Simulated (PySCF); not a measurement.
**NMR shielding calculation of C$_{7}$H$_{18}$Si$_{2}$**

The run: NMR shielding calculation of C$_{7}$H$_{18}$Si$_{2}$. Method and program: GIAO CAM-B3LYP/pcSseg-1 NMR shielding, non-relativistic, gas phase (PySCF 2.14.0).

The geometry comes from this level: PBE0-D3(BJ)/def2-SVP. It belongs to a series of runs on one base structure; here: H on C replaced by tBu. Figures and captions count atoms from 1; the log counts them from 0 in places.

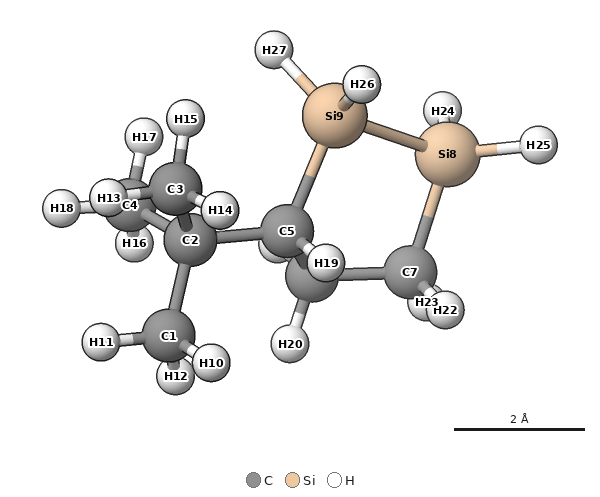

**Figure 1.** The input geometry (ball-and-stick view, seen at a tilt; atoms are numbered from 1 in the order of the input).

## Summary

- outcome: converged
- total energy: −856.355638 hartree
- HOMO: −8.60 eV
- LUMO: 1.37 eV
- dipole moment: 1.01 D
- isotropic shielding, C: 138.2 to 171.7 ppm
- isotropic shielding, Si: 407.5 to 413.3 ppm
- isotropic shielding, H: 27.5 to 30.9 ppm
- hardware: 1 CPU thread, shared host
- wall time: 81 s
- peak memory: 1.6 GiB

## Input file
```
{"job": {"kind": "nmr", "xc": "CAM-B3LYP", "basis": "pcSseg-1", "pop": false}, "charge": 0, "multiplicity": 1}
C     -1.726409    -1.488620    -0.461517
C     -1.278784    -0.025565    -0.354586
C     -2.223442     0.692578     0.613249
C     -1.381638     0.630572    -1.733937
C      0.167645     0.046726     0.200904
C      1.256511    -0.577017    -0.692530
C      2.630665    -0.599677    -0.009748
Si     3.053207     1.168596     0.567462
Si     0.800994     1.776799     0.754129
H     -1.666805    -1.992886     0.516334
H     -2.770656    -1.549858    -0.807399
H     -1.111838    -2.057738    -1.174410
H     -3.270146     0.594306     0.284491
H     -2.148116     0.272113     1.629018
H     -1.998820     1.769897     0.677276
H     -0.778249     0.099335    -2.484682
H     -1.047322     1.679406    -1.709704
H     -2.425694     0.621937    -2.084838
H      0.168872    -0.526206     1.150756
H      0.968534    -1.602040    -0.981357
H      1.332477    -0.009559    -1.637628
H      2.598533    -1.254948     0.878240
H      3.403599    -1.010642    -0.678181
H      3.789191     1.926352    -0.493882
H      3.871414     1.198066     1.819393
H      0.335882     2.145637     2.126590
H      0.404287     2.877295    -0.180999
```

The first line tells a small driver script what to run in PySCF; the rest is the geometry in Å.

Command:
```bash
OMP_NUM_THREADS=1 python <driver script> task.json out
```

## What the program printed
```
coarse grid: 22016 points
cycle   1  E = -856.2362380174  dE =  7.995e-01  |g| = 4.040e-01  |ddm| = 4.414e+00
cycle   2  E = -856.2530243239  dE = -1.679e-02  |g| = 3.436e-01  |ddm| = 6.531e-01
cycle   3  E = -856.2831201101  dE = -3.010e-02  |g| = 4.539e-02  |ddm| = 3.571e-01
cycle   4  E = -856.2835926446  dE = -4.725e-04  |g| = 2.514e-02  |ddm| = 7.834e-02
cycle   5  E = -856.2837481845  dE = -1.555e-04  |g| = 2.635e-03  |ddm| = 2.722e-02
cycle   6  E = -856.2837498291  dE = -1.645e-06  |g| = 8.906e-04  |ddm| = 3.892e-03
final grid: 199008 points
cycle   7  E = -856.3556307988  dE = -4.798e-05  |g| = 5.055e-03  |ddm| = 2.882e-02
cycle   8  E = -856.3556315726  dE = -7.738e-07  |g| = 4.804e-03  |ddm| = 9.729e-03
cycle   9  E = -856.3556375014  dE = -5.929e-06  |g| = 3.636e-04  |ddm| = 4.712e-03
cycle  10  E = -856.3556375273  dE = -2.590e-08  |g| = 2.036e-04  |ddm| = 6.648e-04
cycle  11  E = -856.3556375372  dE = -9.969e-09  |g| = 3.827e-05  |ddm| = 2.354e-04
cycle  12  E = -856.3556375376  dE = -3.552e-10  |g| = 9.070e-06  |ddm| = 5.082e-05
```

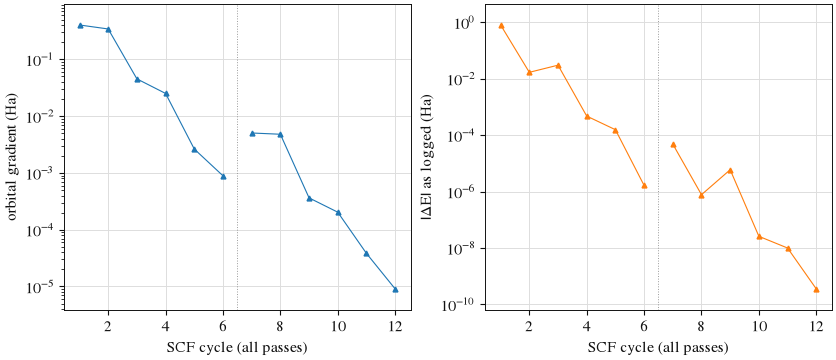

**Figure 2.** Convergence of the self-consistent field: orbital gradient and size of the energy change against the SCF cycle. The dotted line marks the change from a coarse to the final integration grid. The first 6 cycles use a coarse grid, the final grid takes over at cycle 7, and the field converges after 12 cycles in all.

```
converged SCF energy = -856.3556375376

GIAO shielding tensors (ppm)
atom      isotropic    diamagn.    paramagn.     s11        s22        s33       span
  0 C      149.795     247.022     -97.227    125.691    140.254    183.440     57.748
  1 C      150.363     240.398     -90.035    145.960    147.648    157.481     11.521
  2 C      145.946     247.596    -101.650    125.165    134.062    178.612     53.447
  3 C      157.619     247.196     -89.577    144.702    145.609    182.545     37.843
  4 C      138.220     254.607    -116.388    116.973    128.803    168.883     51.911
  5 C      153.943     247.977     -94.034    136.378    161.047    164.406     28.028
  6 C      171.688     250.052     -78.364    156.648    165.433    192.985     36.336
  7 Si     407.469     880.145    -472.675    374.835    387.190    460.383     85.548
  8 Si     413.278     881.965    -468.687    384.984    392.658    462.193     77.209
  9 H       30.594      31.877      -1.283     27.043     28.034     36.705      9.661
 10 H       30.394      31.194      -0.799     26.460     27.763     36.960     10.500
 11 H       29.793      32.158      -2.365     24.933     29.385     35.061     10.129
 12 H       30.331      31.065      -0.734     26.283     27.723     36.988     10.704
 13 H       30.288      31.843      -1.555     26.836     28.051     35.977      9.142
 14 H       30.103      31.727      -1.625     25.449     29.926     34.932      9.483
 15 H       30.419      32.203      -1.784     25.849     29.636     35.772      9.923
 16 H       30.179      32.170      -1.991     25.213     29.789     35.533     10.320
 17 H       30.658      31.138      -0.480     26.788     27.973     37.213     10.425
 18 H       30.924      36.689      -5.765     27.616     31.583     33.574      5.958
 19 H       29.243      33.567      -4.324     22.070     30.821     34.840     12.770
 20 H       30.387      34.096      -3.709     25.043     31.323     34.795      9.752
 21 H       30.905      31.201      -0.296     25.889     28.826     38.001     12.111
 22 H       30.029      28.426       1.603     24.428     27.509     38.152     13.724
 23 H       27.643      28.759      -1.116     24.495     24.743     33.690      9.195
 24 H       27.528      28.395      -0.867     24.209     24.645     33.730      9.520
 25 H       27.660      30.211      -2.551     23.631     25.998     33.351      9.719
 26 H       27.585      30.622      -3.037     23.541     26.879     32.336      8.795
```

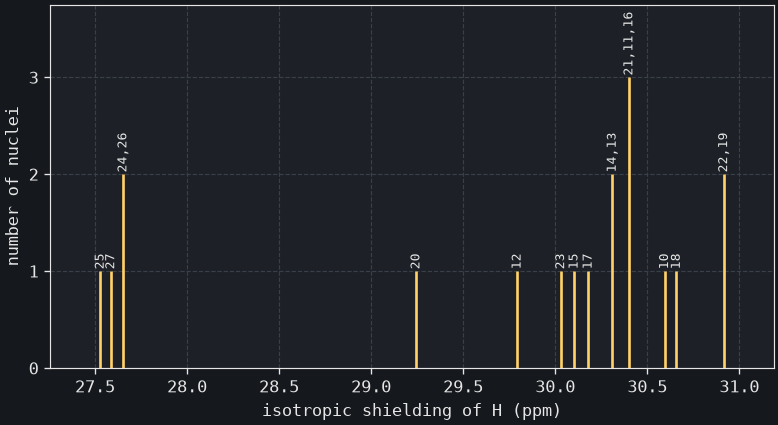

**Figure 3.** Isotropic shieldings of the hydrogen nuclei in this fixed geometry, labelled by atom number; shielding grows to the right, so chemical shift grows to the left. The least shielded is H25 (27.5 ppm), the most shielded H19 (30.9 ppm).
